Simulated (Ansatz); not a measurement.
# YTi3B3: one candidate of a structure search

The task: take a trial cell of YTi3B3 to zero force and stress.

Method: DFT PBE, scalar-relativistic, plane waves, PAW, in Ansatz 0.2.0.

### 1 Starting point

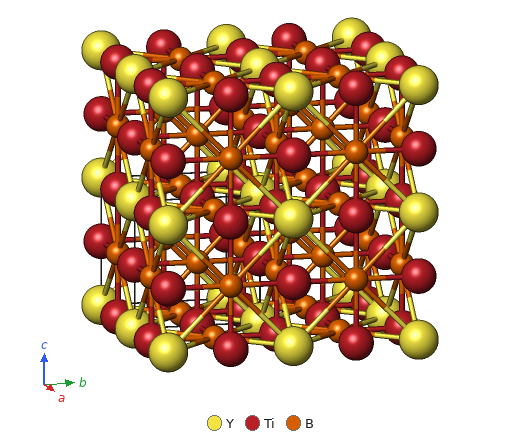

The starting structure, seen slightly off an axis (yttrium yellow, titanium red, boron orange). 2×2×2 cells are drawn. Atoms on the faces are drawn again on the opposite ones.

Coordinates:

```xyz
7
Lattice="4.6315 0.0000 0.0000 0.0000 4.6315 0.0000 0.0000 0.0000 4.6315" Properties=species:S:1:pos:R:3 pbc="T T T"
Y     0.0000    0.0000    0.0000
Ti    2.3157    0.0000    0.0000
Ti    0.0000    2.3157    0.0000
Ti    0.0000    0.0000    2.3157
B     0.0000    2.3157    2.3157
B     2.3157    0.0000    2.3157
B     2.3157    2.3157    0.0000
```

The cell is invented: random cell by space group and Wyckoff sites (Pm-3m, No. 221). Lengths come from tabulated atomic sizes and are only a guess.

### 2 A first look at the guess

Input file input.yaml:

```yaml
crystal:
  lattice:
    - [4.63145877, 0.0, 0.0]
    - [0.0, 4.63145877, 0.0]
    - [0.0, 0.0, 4.63145877]
  atoms:
    - { symbol: "Y", position: [0.0, 0.0, 0.0] }
    - { symbol: Ti, position: [0.5, 0.0, 0.0] }
    - { symbol: Ti, position: [0.0, 0.5, 0.0] }
    - { symbol: Ti, position: [0.0, 0.0, 0.5] }
    - { symbol: B, position: [0.0, 0.5, 0.5] }
    - { symbol: B, position: [0.5, 0.0, 0.5] }
    - { symbol: B, position: [0.5, 0.5, 0.0] }
basis:
  ecutwfc: 420
kpoints:
  mp_grid: { grid: [4, 4, 4] }
hamiltonian:
  xc: pbe
scf:
  occupations: { method: gaussian, width: 0.1 }
  lower_state_search: "off"
output:
  forces: true
  stress: true
  eigenvalues: true
```

The run is started by

```bash
$ ansatz run input.yaml --threads 1 --pin off --max-ram 2048MiB --backend cpu --events-out ev --progress --plain --runs-dir out
```

The program printed (excerpt; [...] marks lines left out):

```text
Warning: RAYON_NUM_THREADS=1 ignored (pool sized by the plan → 1); use --threads N
[...]
Pseudopotentials: kind: paw
Pseudopotential: Y, paw, valence charge 11, recommended cutoff 420 eV (normal), Y.paw.azcp
Pseudopotential: Ti, paw, valence charge 12, recommended cutoff 420 eV (normal), Ti.paw.azcp
Pseudopotential: B, paw, valence charge 3, recommended cutoff 420 eV (normal), B.paw.azcp
Functional definition: PBE
[...]
Crystal: 7 atoms, lattice volume = 99.347 Å³
Basis set: ecut = 420 eV, 1935 PW (Γ), exchange–correlation on 64×64×64 points (8 copies of the dense FFT grid, shifted against one another)
Bands: 35, of which v1, the nominal top of the filled ones, is band 28 counted from 1 (27 counted from 0)
Symmetry: 48 space group operations
[...]
Free energy (F): -11805.625533 eV
[...]
E sigma→0 (E₀):  -11805.608899 eV
Entropy (-TS):   -0.033269 eV (-4.753 meV/atom)
Fermi energy:    11.550107 eV
[...]
--- Forces (eV/Å), atoms counted from 1 ---
  atom   1  Y     -0.00000000     0.00000000     0.00000000
  atom   2  Ti     0.00000000    -0.00000000     0.00000000
  atom   3  Ti     0.00000000     0.00000000     0.00000000
  atom   4  Ti     0.00000000    -0.00000000     0.00000000
  atom   5  B      0.00000000     0.00000000    -0.00000000
  atom   6  B      0.00000000    -0.00000000     0.00000000
  atom   7  B     -0.00000000    -0.00000000    -0.00000000
[...]
--- Stress (GPa, compression-positive) ---
       15.299147      -0.000000       0.000000
       -0.000000      15.299147       0.000000
       -0.000000       0.000000      15.299147
  P = ⅓ Tr σ = 15.2991 GPa (152.991 kbar)
--- Band table (eV; the first three rows and the last of 10) ---
[...]
```

It took 2.2 s on 1 thread of Arm Neoverse V2, shared host; peak memory 0.35 GiB.

From the probe: pressure 15.3 GPa, largest force 0.00 eV/Å, gap on this mesh none (metal). A guess like this is first relaxed loosely on the coarse mesh.

### 3 A loose first relaxation

Changes to input.yaml since step 2:

```diff
@@ -26 +26,6 @@
   eigenvalues: true
+relax:
+  adjacent_minimum: "off"
+  f_tol: 0.04
+  max_steps: 70
+  cell: { stress_tol: 0.4 }
```

The run is started by

```bash
$ ansatz run input.yaml --threads 1 --pin off --max-ram 2048MiB --backend cpu --events-out ev --progress --plain --runs-dir out
```

The program printed:

```text
Warning: RAYON_NUM_THREADS=1 ignored (pool sized by the plan → 1); use --threads N
Engine: ansatz 0.2.0, aarch64-unknown-linux-gnu
[... 5 set-up lines as earlier in the session ...]
  parameter kappa = 0.804
  parameter beta = 0.06672455060314922
  exchange = pbe_x(kappa = kappa, mu = beta*pi^2/3)
  correlation = pbe_c(beta = beta)
Crystal: 7 atoms, lattice volume = 99.347 Å³
Basis set: ecut = 420 eV, 1935 PW (Γ), exchange–correlation on 64×64×64 points (8 copies of the dense FFT grid, shifted against one another)
Bands: 35, of which v1, the nominal top of the filled ones, is band 28 counted from 1 (27 counted from 0)
[... 1 set-up line as earlier in the session ...]
Space group: Pm-3m (ITA 221), of the structure as read, at distance tolerance 4.6e-5 Å
k-points: 10 of 64
Non-local potential: Y, projectors of the file, l = 0: 3, l = 1: 2, l = 2: 2, l = 3: 1
Non-local potential: Ti, projectors of the file, l = 0: 3, l = 1: 2, l = 2: 3, l = 3: 1
Non-local potential: B, projectors of the file, l = 0: 2, l = 1: 2, l = 2: 1
PAW form: soft (Blöchl's): semilocal exchange-correlation on the pseudo side does not see the compensation charge
PAW one-centre angular grid: Y, 590 points (default); XC on 64 Gauss nodes
PAW one-centre angular grid: Ti, 590 points (default); XC on 64 Gauss nodes
PAW one-centre angular grid: B, 110 points (default); XC on 64 Gauss nodes
Initial density: superposition of atomic densities (neutral atoms: chi_scale 0, normalization atom), corrected by the library's trained network
Initial wavefunctions: pseudopotential atomic-orbital guess
Functional: x = pbe(κ = 0.804, μ = 0.2195149727645171), c = pbe(β = 0.06672455060314922)
SCF iter   1: F=—  HF=-11805.648147 eV  |F-HF|=—  |Δ(HF+E_count)|=         —  Δρ=1.38e-2  dr2=1.17e-1  ethr=1.77e-3  ⟨swp⟩=4.3  Hψ=1380  notcnv=0
preconditioner: auto → LDOS  [metal: Δε(μ)=0.059 eV  Ē_g=4.232 eV  σ=0.100 eV  W_gap=0.32  n_scr=26 (ndim 8)  ℏωp=18.3 eV  f_vac=0.014  D(μ)=7.34/eV (n_scr^D=80)  β→1.0]
SCF iter   2: F=—  HF=-11805.624518 eV  |F-HF|=—  |Δ(HF+E_count)|=   2.36e-2  Δρ=4.33e-3  dr2=1.47e-2  ethr=2.08e-4  ⟨swp⟩=3.0  Hψ=764  notcnv=0  defer=15
SCF iter   3: F=—  HF=-11805.624337 eV  |F-HF|=—  |Δ(HF+E_count)|=   1.82e-4  Δρ=2.27e-3  dr2=2.60e-3  ethr=2.62e-5  ⟨swp⟩=2.8  Hψ=631  notcnv=0  defer=15
SCF iter   4: F=—  HF=-11805.625161 eV  |F-HF|=—  |Δ(HF+E_count)|=   8.25e-4  Δρ=1.05e-3  dr2=8.00e-4  ethr=4.65e-6  ⟨swp⟩=2.1  Hψ=447  notcnv=0  defer=15
SCF iter   5: F=—  HF=-11805.625357 eV  |F-HF|=—  |Δ(HF+E_count)|=   1.96e-4  Δρ=3.65e-4  dr2=1.50e-4  ethr=1.43e-6  ⟨swp⟩=2.0  Hψ=437  notcnv=0  defer=15
SCF iter   6: F=—  HF=-11805.625330 eV  |F-HF|=—  |Δ(HF+E_count)|=   2.68e-5  Δρ=1.14e-4  dr2=1.20e-5  ethr=2.68e-7  ⟨swp⟩=2.7  Hψ=563  notcnv=0  defer=15
SCF iter   7: F=—  HF=-11805.625532 eV  |F-HF|=—  |Δ(HF+E_count)|=   2.02e-4  Δρ=5.56e-5  dr2=1.69e-6  ethr=2.14e-8  ⟨swp⟩=2.1  Hψ=505  notcnv=0  defer=15
SCF iter   8: F=—  HF=-11805.625533 eV  |F-HF|=—  |Δ(HF+E_count)|=   5.42e-7  Δρ=1.53e-5  dr2=1.70e-7  ethr=3.01e-9  ⟨swp⟩=2.1  Hψ=431  notcnv=0  defer=15
SCF iter   9: F=-11805.625533 eV  HF=-11805.625533 eV  |F-HF|=2.89e-10  |Δ(HF+E_count)|=   7.84e-9  Δρ=2.07e-6  dr2=2.86e-9  ethr=1.79e-10  ⟨swp⟩=9.2  Hψ=1294  notcnv=0
SCF 1 converged in 9 iterations: F = -11805.625533 eV  dr2 = 2.86e-9
relax step   1: F+E_penalty+E_count = -11805.62553291 eV  Δ(F+E_penalty+E_count) = +0.000e0 eV  max|allowed force component| = 1.939e-29 eV/Å  Δτ_max = 0.0000 Å  P = +15.299 GPa  Ω = 99.347 Å³  (9 SCF iters, dr2 threshold 1.00e-7 eV, accepted)
Crystal: 7 atoms, lattice volume = 110.174 Å³
Basis set: ecut = 420 eV, 2109 PW (Γ), exchange–correlation on 64×64×64 points (8 copies of the dense FFT grid, shifted against one another)
Initial density: handed on by an earlier stage of this run
Initial wavefunctions: those handed on with the density
iter 1 solved again at ethr=5.57e-4 eV; its pass at ethr=3.10e-3 eV (dr2=3.12e-1 eV) is discarded
SCF iter   1: F=—  HF=-11806.254823 eV  |F-HF|=—  |Δ(HF+E_count)|=         —  Δρ=8.99e-3  dr2=3.17e-1  ethr=5.57e-4  ⟨swp⟩=1.0  Hψ=1765  notcnv=0
preconditioner: auto → LDOS  [metal: Δε(μ)=0.053 eV  Ē_g=3.908 eV  σ=0.100 eV  W_gap=0.29  n_scr=26 (ndim 8)  ℏωp=17.3 eV  f_vac=0.019  D(μ)=7.67/eV (n_scr^D=80)  β→1.0]
SCF iter   2: F=—  HF=-11806.199109 eV  |F-HF|=—  |Δ(HF+E_count)|=   5.57e-2  Δρ=3.54e-3  dr2=2.19e-2  ethr=5.57e-4  ⟨swp⟩=2.0  Hψ=503  notcnv=0
SCF iter   3: F=—  HF=-11806.199206 eV  |F-HF|=—  |Δ(HF+E_count)|=   9.72e-5  Δρ=1.58e-3  dr2=4.09e-3  ethr=3.91e-5  ⟨swp⟩=2.0  Hψ=437  notcnv=0
SCF iter   4: F=—  HF=-11806.198852 eV  |F-HF|=—  |Δ(HF+E_count)|=   3.54e-4  Δρ=8.27e-4  dr2=6.71e-4  ethr=7.30e-6  ⟨swp⟩=1.9  Hψ=407  notcnv=0
SCF iter   5: F=—  HF=-11806.199297 eV  |F-HF|=—  |Δ(HF+E_count)|=   4.45e-4  Δρ=1.96e-4  dr2=5.77e-5  ethr=1.20e-6  ⟨swp⟩=2.1  Hψ=503  notcnv=0
SCF iter   6: F=—  HF=-11806.199291 eV  |F-HF|=—  |Δ(HF+E_count)|=   6.50e-6  Δρ=5.72e-5  dr2=2.40e-6  ethr=1.03e-7  ⟨swp⟩=2.0  Hψ=454  notcnv=0
SCF iter   7: F=-11806.199291 eV  HF=-11806.199291 eV  |F-HF|=1.05e-7  |Δ(HF+E_count)|=   7.80e-8  Δρ=2.24e-5  dr2=3.34e-7  ethr=1.25e-9  ⟨swp⟩=6.0  Hψ=1508  notcnv=0
SCF 2 converged in 7 iterations: F = -11806.199291 eV  dr2 = 3.34e-7
relax step   2: F+E_penalty+E_count = -11806.19929053 eV  Δ(F+E_penalty+E_count) = -5.738e-1 eV  max|allowed force component| = 9.941e-30 eV/Å  Δτ_max = 0.0000 Å  P = +2.766 GPa  Ω = 110.174 Å³  energy of the carried Pulay correction = -4.457e-3 eV  (7 SCF iters, dr2 threshold 7.00e-7 eV, accepted)
Crystal: 7 atoms, lattice volume = 112.888 Å³
Basis set: ecut = 420 eV, 2205 PW (Γ), exchange–correlation on 64×64×64 points (8 copies of the dense FFT grid, shifted against one another)
iter 1 solved again at ethr=3.01e-5 eV; its pass at ethr=3.10e-3 eV (dr2=1.68e-2 eV) is discarded
SCF iter   1: F=—  HF=-11806.227731 eV  |F-HF|=—  |Δ(HF+E_count)|=         —  Δρ=1.99e-3  dr2=1.64e-2  ethr=3.01e-5  ⟨swp⟩=1.1  Hψ=1644  notcnv=0
preconditioner: auto → LDOS  [metal: Δε(μ)=0.078 eV  Ē_g=3.819 eV  σ=0.100 eV  W_gap=0.41  n_scr=26 (ndim 8)  ℏωp=17.1 eV  f_vac=0.015  D(μ)=5.71/eV (n_scr^D=56)  β→1.0]
SCF iter   2: F=—  HF=-11806.224570 eV  |F-HF|=—  |Δ(HF+E_count)|=   3.16e-3  Δρ=9.99e-4  dr2=1.15e-3  ethr=2.92e-5  ⟨swp⟩=2.0  Hψ=456  notcnv=0
SCF iter   3: F=—  HF=-11806.224573 eV  |F-HF|=—  |Δ(HF+E_count)|=   2.74e-6  Δρ=3.62e-4  dr2=2.17e-4  ethr=2.05e-6  ⟨swp⟩=2.0  Hψ=461  notcnv=0
SCF iter   4: F=—  HF=-11806.225068 eV  |F-HF|=—  |Δ(HF+E_count)|=   4.95e-4  Δρ=2.27e-4  dr2=6.89e-5  ethr=3.87e-7  ⟨swp⟩=2.2  Hψ=445  notcnv=0
SCF iter   5: F=—  HF=-11806.225057 eV  |F-HF|=—  |Δ(HF+E_count)|=   1.16e-5  Δρ=5.80e-5  dr2=2.80e-6  ethr=1.23e-7  ⟨swp⟩=2.0  Hψ=435  notcnv=0
SCF iter   6: F=-11806.225057 eV  HF=-11806.225057 eV  |F-HF|=9.66e-8  |Δ(HF+E_count)|=   6.91e-8  Δρ=1.06e-5  dr2=1.48e-7  ethr=1.25e-9  ⟨swp⟩=5.9  Hψ=1499  notcnv=0
SCF 3 converged in 6 iterations: F = -11806.225057 eV  dr2 = 1.48e-7
relax step   3: F+E_penalty+E_count = -11806.22505660 eV  Δ(F+E_penalty+E_count) = -2.577e-2 eV  max|allowed force component| = 7.041e-30 eV/Å  Δτ_max = 0.0000 Å  P = +0.446 GPa  Ω = 112.888 Å³  energy of the carried Pulay correction = -5.503e-3 eV  (6 SCF iters, dr2 threshold 7.00e-7 eV, accepted)
Crystal: 7 atoms, lattice volume = 113.425 Å³
iter 1 solved again at ethr=1.27e-6 eV; its pass at ethr=3.10e-3 eV (dr2=7.11e-4 eV) is discarded
SCF iter   1: F=—  HF=-11806.225239 eV  |F-HF|=—  |Δ(HF+E_count)|=         —  Δρ=3.88e-4  dr2=6.23e-4  ethr=1.27e-6  ⟨swp⟩=2.1  Hψ=1644  notcnv=0
preconditioner: auto → LDOS  [metal: Δε(μ)=0.064 eV  Ē_g=3.803 eV  σ=0.100 eV  W_gap=0.34  n_scr=26 (ndim 8)  ℏωp=17.1 eV  f_vac=0.014  D(μ)=5.69/eV (n_scr^D=56)  β→1.0]
SCF iter   2: F=—  HF=-11806.225118 eV  |F-HF|=—  |Δ(HF+E_count)|=   1.21e-4  Δρ=1.72e-4  dr2=2.58e-5  ethr=1.11e-6  ⟨swp⟩=2.0  Hψ=456  notcnv=0
SCF iter   3: F=—  HF=-11806.225632 eV  |F-HF|=—  |Δ(HF+E_count)|=   5.13e-4  Δρ=6.31e-5  dr2=7.45e-6  ethr=4.61e-8  ⟨swp⟩=2.0  Hψ=462  notcnv=0
SCF iter   4: F=—  HF=-11806.225631 eV  |F-HF|=—  |Δ(HF+E_count)|=   1.73e-7  Δρ=3.64e-5  dr2=1.70e-6  ethr=1.33e-8  ⟨swp⟩=1.7  Hψ=384  notcnv=0
SCF iter   5: F=-11806.225631 eV  HF=-11806.225631 eV  |F-HF|=3.82e-8  |Δ(HF+E_count)|=   2.31e-7  Δρ=9.56e-6  dr2=7.65e-8  ethr=8.90e-10  ⟨swp⟩=5.6  Hψ=1470  notcnv=0
SCF 4 converged in 5 iterations: F = -11806.225631 eV  dr2 = 7.65e-8
relax step   4: F+E_penalty+E_count = -11806.22563109 eV  Δ(F+E_penalty+E_count) = -5.745e-4 eV  max|allowed force component| = 5.081e-30 eV/Å  Δτ_max = 0.0000 Å  P = +0.019 GPa  Ω = 113.425 Å³  energy of the carried Pulay correction = -5.707e-3 eV  (5 SCF iters, dr2 threshold 4.98e-7 eV, accepted)
Basis set: ecut = 420 eV, 2205 PW (Γ), exchange–correlation on 72×72×72 points (8 copies of the dense FFT grid, shifted against one another)
Initial wavefunctions: pseudopotential atomic-orbital guess (no wavefunctions were taken with the density)
iter 1 solved again at ethr=2.83e-8 eV; its pass at ethr=3.10e-3 eV (dr2=1.58e-5 eV) is discarded
SCF iter   1: F=—  HF=-11806.234004 eV  |F-HF|=—  |Δ(HF+E_count)|=         —  Δρ=4.05e-4  dr2=1.22e-5  ethr=2.83e-8  ⟨swp⟩=4.2  Hψ=2387  notcnv=0
preconditioner: auto → LDOS  [metal: Δε(μ)=0.061 eV  Ē_g=3.802 eV  σ=0.100 eV  W_gap=0.33  n_scr=26 (ndim 8)  ℏωp=17.1 eV  f_vac=0.013  D(μ)=5.69/eV (n_scr^D=56)  β→1.0]
SCF iter   2: F=—  HF=-11806.234870 eV  |F-HF|=—  |Δ(HF+E_count)|=   8.65e-4  Δρ=4.44e-5  dr2=2.41e-6  ethr=2.19e-8  ⟨swp⟩=3.1  Hψ=686  notcnv=0
SCF iter   3: F=—  HF=-11806.234871 eV  |F-HF|=—  |Δ(HF+E_count)|=   1.17e-6  Δρ=2.16e-5  dr2=3.94e-7  ethr=4.31e-9  ⟨swp⟩=2.0  Hψ=590  notcnv=0
SCF iter   4: F=—  HF=-11806.234871 eV  |F-HF|=—  |Δ(HF+E_count)|=   5.37e-8  Δρ=9.13e-6  dr2=1.15e-7  ethr=7.03e-10  ⟨swp⟩=2.0  Hψ=630  notcnv=0
SCF iter   5: F=—  HF=-11806.234871 eV  |F-HF|=—  |Δ(HF+E_count)|=   8.49e-9  Δρ=4.29e-6  dr2=2.42e-8  ethr=2.05e-10  ⟨swp⟩=2.0  Hψ=426  notcnv=0
SCF iter   6: F=-11806.234871 eV  HF=-11806.234871 eV  |F-HF|=7.93e-10  |Δ(HF+E_count)|=   2.75e-9  Δρ=8.65e-7  dr2=1.07e-9  ethr=8.00e-12  ⟨swp⟩=3.5  Hψ=1244  notcnv=0
SCF 5 converged in 6 iterations: F = -11806.234871 eV  dr2 = 1.07e-9
relax step   5: F+E_penalty+E_count = -11806.23487088 eV  Δ(F+E_penalty+E_count) = -9.240e-3 eV  max|allowed force component| = 1.305e-29 eV/Å  Δτ_max = 0.0000 Å  P = +0.129 GPa  Ω = 113.425 Å³  stress off target by 1.29e-1 GPa  SCF on the basis re-selected at this cell (its energy is not comparable with the rows above)  (6 SCF iters)
basis re-selected at this cell: Δ(F+E_penalty+E_count) = -9.240e-3 eV, ΔP = +0.110 GPa vs the last step (what re-selecting the basis moved, of the pressure what is left beyond the Pulay correction that the steps carried, after the strain that the cell walked since its last selection, with what the two solves' SCF thresholds leave and, on support functions, any second-order correction that the steps lacked; it is no measure of the basis error at this ecutwfc). The dense FFT grid was sized anew with the basis: this SCF ran on 36×36×36 points, the steps before it on 32×32×32, so part of this shift can come from that change (see relax.cell in the input reference). This SCF's stress stands 1.29e-1 GPa from its target on what of the cell is left free (relax.cell.stress_tol is 4.00e-1 GPa) and its largest allowed force component is 1.30e-29 eV/Å (relax.f_tol is 4.00e-2 eV/Å): within both
SCF converged after 6 iterations
Free energy (F): -11806.234871 eV
Harris-Foulkes:  -11806.234871 eV  (|F-HF|=7.93e-10)
Internal energy: -11806.206397 eV  (E = F + TS)
E sigma→0 (E₀):  -11806.220634 eV
Entropy (-TS):   -0.028474 eV (-4.068 meV/atom)
Fermi energy:    9.708715 eV
--- Per-component energies (eV) ---
  E_band       = -662.606411
  E_kinetic    = 1260.242236
  E_local      = -4360.648715  (includes V_loc(G=0)·N_el)
  E_nonlocal   = 121.405869
  E_hartree    = 1785.003694
  E_xc         = -557.856753
  E_vxc        = -674.188177  (∫ρ·V_xc dr)
  E_paw        = -6207.474183  (= ΣΔE_a)
  E_vpaw       = -579.426369  (= ΣTr[D̂ρ^β])
  E_aug_tail   = 0.000319  (compensation charges beyond the density's cutoff)
  E_ewald      = -3846.878864
  E_smearing   = -0.028474  (= −TS)
  E_closure    = 0.000000  (closes the sum)
  Σ components = -11806.234871   (vs F -11806.234871, Δ=0.00e0)
--- Forces (eV/Å), atoms counted from 1 ---
  atom   1  Y      0.00000000     0.00000000    -0.00000000
  atom   2  Ti    -0.00000000     0.00000000     0.00000000
  atom   3  Ti    -0.00000000    -0.00000000    -0.00000000
  atom   4  Ti     0.00000000     0.00000000     0.00000000
  atom   5  B     -0.00000000     0.00000000     0.00000000
  atom   6  B      0.00000000     0.00000000    -0.00000000
  atom   7  B      0.00000000    -0.00000000    -0.00000000
  max |Σ_I F_I| component: 1.17e-29 eV/Å
--- Stress (GPa, compression-positive) ---
        0.128880       0.000000       0.000000
        0.000000       0.128880       0.000000
        0.000000       0.000000       0.128880
  P = ⅓ Tr σ = 0.1289 GPa (1.289 kbar)
--- Band table (eV; the first three rows and the last of 10) ---
  k-point 0: bands = ["-46.8460", "-46.8197", "-46.8197", "-31.6493", "-23.4974", "-23.4974", "-23.4974", "-23.0516", "-23.0516", "-23.0516", "-23.0454", "-23.0454", "-23.0454", "-11.7439", "-11.7439", "-11.7439", "1.8222", "4.3432", "4.3432", "7.4355", "7.4355", "7.4355", "8.3629", "8.3629", "8.3629", "8.4151", "8.4151", "9.2037", "10.8208", "10.8208", "10.8208", "11.2220", "11.2220", "11.2220", "11.9077"]
  k-point 1: bands = ["-46.8425", "-46.8226", "-46.8197", "-31.6730", "-23.4943", "-23.4943", "-23.4010", "-23.0566", "-23.0523", "-23.0523", "-23.0472", "-23.0472", "-23.0455", "-11.9423", "-11.7507", "-11.7507", "2.1820", "4.0166", "4.6175", "7.2704", "7.2704", "7.4967", "7.7853", "8.3880", "8.8269", "8.8583", "8.8583", "9.4129", "10.0206", "10.7217", "10.7217", "10.8270", "10.8270", "11.0833", "11.8207"]
  k-point 2: bands = ["-46.8372", "-46.8273", "-46.8197", "-31.6964", "-23.4911", "-23.4911", "-23.2990", "-23.0658", "-23.0538", "-23.0538", "-23.0484", "-23.0484", "-23.0457", "-12.1383", "-11.7575", "-11.7575", "3.0254", "3.1598", "4.9803", "7.1649", "7.1649", "7.4947", "7.5620", "8.1344", "8.6749", "8.9649", "9.4543", "9.4543", "10.2551", "10.2551", "10.8637", "10.8637", "10.9421", "11.1088", "12.0199"]
  k-point 9: bands = ["-46.8273", "-46.8273", "-46.8273", "-31.7891", "-23.3483", "-23.3483", "-23.2010", "-23.1021", "-23.1021", "-23.1021", "-23.0056", "-23.0056", "-23.0056", "-12.1666", "-12.1666", "-12.1666", "4.4440", "4.4440", "4.4440", "6.7159", "6.7159", "6.7159", "6.7320", "8.2553", "8.2553", "8.2553", "11.0910", "11.0910", "11.0910", "11.0969", "11.0969", "11.1262", "11.6763", "11.6763", "11.6763"]
--- Relaxed structure (4 steps of the walk, 4 accepted, 1 SCFs on fresh bases) ---
  F+E_penalty+E_count = -11806.23487088 eV   max|allowed force component| = 1.305e-29 eV/Å   (the final SCF, on the basis selected at the relaxed cell)
  cell:  # Å, volume = 113.4253 Å³
    - [4.8406452392374755, 1.990503767392407e-33, -2.5679065925163143e-34]
    - [1.990503767392407e-33, 4.8406452392374755, 2.5679065925163143e-34]
    - [-5.135813185032629e-34, 2.5679065925163143e-34, 4.8406452392374755]
  atoms:
    - { symbol: Y, position: [-1.585686337578169e-37, 1.5083357846948549e-37, -5.801291472694808e-39] }
    - { symbol: Ti, position: [0.5, -1.4696605082740732e-37, 2.127140209334122e-38] }
    - { symbol: Ti, position: [-2.127140208958331e-37, 0.5, 2.127140209097315e-38] }
    - { symbol: Ti, position: [-6.458771180960897e-37, 3.944878206725018e-37, 0.5] }
    - { symbol: B, position: [5.801291473232086e-38, 0.5, 0.5] }
    - { symbol: B, position: [0.5, 4.757059013942196e-37, 0.5] }
    - { symbol: B, position: [0.5, 0.5, 7.73505530244185e-39] }
```

It took 12 s on 1 thread of Arm Neoverse V2, shared host; peak memory 0.38 GiB.

Step by step:

| step | energy from step 1 (eV/cell) | largest force component (eV/Å) | pressure (GPa) | volume (Å³) |
| --- | --- | --- | --- | --- |
| 1 | 0.0000 | 0.0000 | 15.30 | 99.35 |
| 2 | -0.5738 | 0.0000 | 2.77 | 110.17 |
| 3 | -0.5995 | 0.0000 | 0.45 | 112.89 |
| 4 | -0.6001 | 0.0000 | 0.02 | 113.43 |
| 5 | -0.6093 | 0.0000 | 0.13 | 113.43 |

Step 1 is the start. Step 5 repeats the geometry before it on a plane-wave basis chosen anew for that cell, so its energy need not be comparable with the rows above.

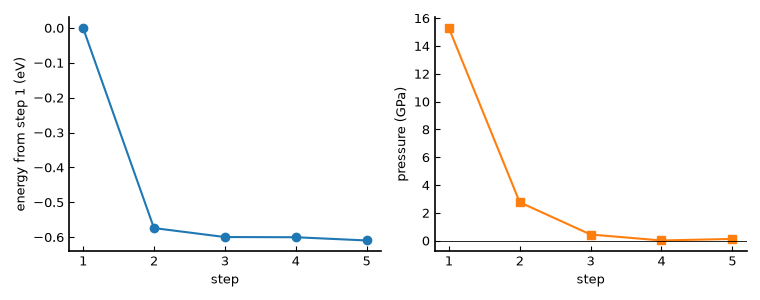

Energy and pressure along the relaxation.

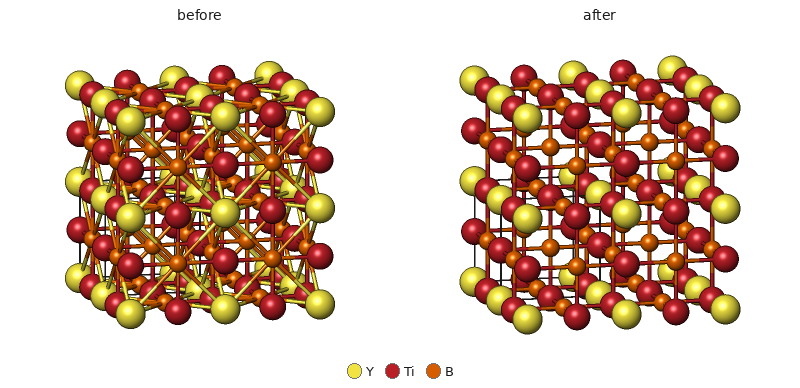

Before and after, at one scale.

|  | before | after | change |
| --- | --- | --- | --- |
| a (Å) | 4.631 | 4.841 | +4.5 % |
| b (Å) | 4.631 | 4.841 | +4.5 % |
| c (Å) | 4.631 | 4.841 | +4.5 % |
| volume (Å³/atom) | 14.19 | 16.20 | +14.2 % |
| shortest distance (Å) | 2.316 | 2.420 | +4.5 % |
| space group (0.01 Å) | Pm-3m | Pm-3m | same |

The run keeps the 48 symmetry operations of the start, so it could not have lowered the symmetry.

[end of part 1 of 2]
